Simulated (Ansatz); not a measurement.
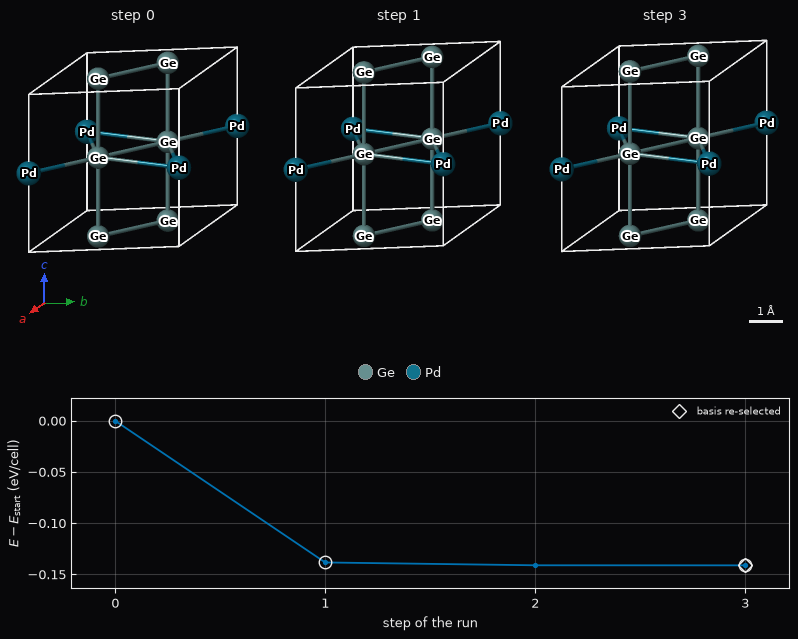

Frames of a relaxation of crystalline Ge₄Pd (a generated structure, set up in P6/mmm) (coarse preliminary run), marked on the history of the run. A ball-and-stick model of the cell of the calculation, seen slightly off an axis.

Level of theory: DFT PBE, scalar-relativistic, plane waves, PAW in Ansatz.

Input file:
```yaml
crystal:
  lattice:
    - [4.7163893253, 0.0, 0.0]
    - [-2.3581946626, 4.0845129698, 0.0]
    - [0.0, 0.0, 5.1439762455]
  atoms:
    - { symbol: Ge, position: [0.3333333333, 0.6666666667, 0.5] }
    - { symbol: Ge, position: [0.6666666667, 0.3333333333, 0.5] }
    - { symbol: Ge, position: [0.3333333333, 0.6666666667, 0.0] }
    - { symbol: Ge, position: [0.6666666667, 0.3333333333, 0.0] }
    - { symbol: Pd, position: [0.0, 0.0, 0.5] }
basis:
  ecutwfc: 420
kpoints:
  mp_grid: { grid: [6, 6, 4] }
hamiltonian:
  xc: pbe
scf:
  occupations: { method: gaussian, width: 0.1 }
  lower_state_search: "off"
output:
  forces: true
  stress: true
  eigenvalues: true
relax:
  adjacent_minimum: "off"
  f_tol: 0.04
  max_steps: 70
  cell: { stress_tol: 0.4 }
```

Command:
```bash
ansatz run input.yaml --threads 1 --pin off --max-ram 2560MiB --backend cpu --events-out ev --progress --plain --runs-dir out
```

**Describe the path.**

The atoms keep their places relative to the cell (all moves are under 0.005 Å). The volume changes by +0.6 %, with a = b 4.716 → 4.632 Å (−1.8 %), c 5.144 → 5.364 Å (+4.3 %). Near-neighbour distances that change, for instance: Ge1–Ge3 2.572 → 2.682 Å, Ge1–Pd5 2.723 → 2.674 Å, Ge1–Ge2 2.723 → 2.674 Å. The space group stays P6/mmm (No. 191). Over 2 accepted moves (3 points after the start) the energy falls by 0.141 eV per cell of the calculation. All forces vanish by symmetry, so only the cell relaxes. The pressure goes from 0.35 to −0.05 GPa. At 1 point the geometry stayed and the basis and grid were re-selected for the new cell (energy shift of 0.1 meV per cell of the calculation at most each time). The run took 25 s on 1 thread of Intel(R) Xeon(R) Processor @ 2.70GHz (shared host), peak memory 0.43 GiB. From step 0 to 1: volume −0.3 %, energy −0.138 eV per cell of the calculation. From step 1 to 3: volume +0.9 %, energy −2.8 meV per cell of the calculation.
